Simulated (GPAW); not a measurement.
Consider Li2MnO2 (P-3m1).

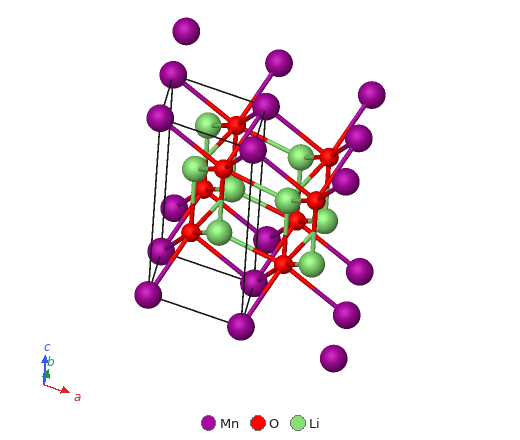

The structure (manganese purple, oxygen red, lithium green). Bonds to atoms that aren't drawn are left out. 2×2×1 cells are drawn. Some periodic images of atoms are drawn too.

```xyz
5
Lattice="3.1950 0.0000 0.0000 -1.5975 2.7670 0.0000 0.0000 0.0000 5.3030" Properties=species:S:1:pos:R:3 pbc="T T T"
Mn    0.0000    0.0000    0.0000
O     1.5975    0.9223    3.9826
O     0.0000    1.8446    1.3204
Li    0.0000    1.8446    3.2295
Li    1.5975    0.9223    2.0735
```

Absorber: atom 4, with 1 O at 1.91 Å and 3 O at 1.99 Å (distorted tetrahedral, site symmetry 3m). Method: GPAW, LDA + U (Mn 4 eV), full core hole (charged cell), 20-atom cell with 6.2 Å between holes, 3×3×3 k points, dipole transitions, Gaussian full width 0.9 eV up to 4 eV, rising linearly to 3.5 eV at 25 eV.

Q: Where do the maxima of the Li K edge fall?

Main maxima up to 24 eV above the zero (height): 2.6 eV (1.83), 7.3 eV (2.55), 11.3 eV (0.85) and 15.3 eV (0.98). A K edge sees empty p states on the absorber. The total-energy difference plus the lowest empty eigenvalue puts the zero at 54.24 eV. The tabulated edge of the element is 54.7 eV. The functional and the charged cell's background leave an error in such absolute values: in the free atom LDA prices this hole 1.0 eV below PBE (computed apart), and PBE is itself good to a few eV.

The Li K spectrum (energy from the lowest empty level; intensity scaled to a mean of 1 over the first 20 eV; polarised curves are means over the symmetry-equivalent atoms):

```
E (eV)  isotropic  ε ⊥ c  ε ∥ c
  -2.0       0.00   0.00   0.00
  -0.5       0.00   0.00   0.00
   1.0       0.44   0.41   0.50
   2.5       1.82   2.21   1.04
   4.0       1.01   1.10   0.82
   5.5       1.37   0.97   2.18
   7.0       2.44   3.04   1.22
   8.5       1.21   1.19   1.27
  10.0       0.61   0.29   1.26
  11.5       0.84   0.39   1.75
  13.0       0.65   0.59   0.76
  14.5       0.89   1.05   0.58
  16.0       0.89   0.95   0.77
  17.5       0.56   0.56   0.57
  19.0       0.53   0.58   0.43
  20.5       0.55   0.57   0.51
  22.0       0.52   0.50   0.54
  23.5       0.43   0.43   0.44
  25.0       0.39   0.41   0.36
  26.5       0.40   0.44   0.32
  28.0       0.37   0.41   0.28
  29.5       0.31   0.33   0.28
  31.0       0.28   0.26   0.31
```

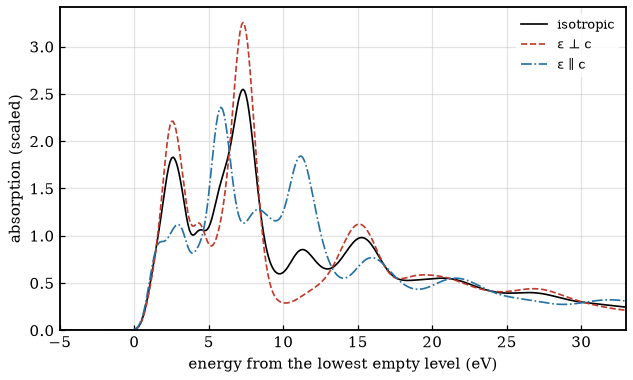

The Li K edge.

The hole lies in one spin channel, while the script sums the empty states of both and takes the lower zero; where the two channels are split, this blurs and shifts the curve. The spins start ferromagnetically in a simple order, which needn't be the measured one; gap and edge can depend on it. The holes are only 6.2 Å apart, so the shape is probably not converged with cell size; no larger cell was run here. The mesh is coarse (0.43 Å⁻¹ between points), so small maxima may be mesh ripples. Lifetime broadening is put in by hand, and intensities beyond about 20 eV depend on it and on the partial waves; weight that the partial waves miss at high energy is lost. The structure is a published determination, not relaxed.

[Banner, clock and machine lines of the logs are left out without a mark of their own.]

[Logs are printed without paths, hosts, clocks, repeated set-up lines and the standing remarks that a program may print on its own settings, such as how far it seeks lower states.]

[Hosts, paths, dates, database ids (printed as entryN), source tags and the programs' standing remarks are cut or masked in the printed files.]

[Lists of maxima count a maximum above −3 eV only where it reaches 4 % of the highest in the window and stands out from its surroundings by 2 % of it (1.5 % where it reaches 55 %); shoulders and weaker maxima are passed over, and of the rest the first, up to two pre-edge ones and the few strongest are named.]
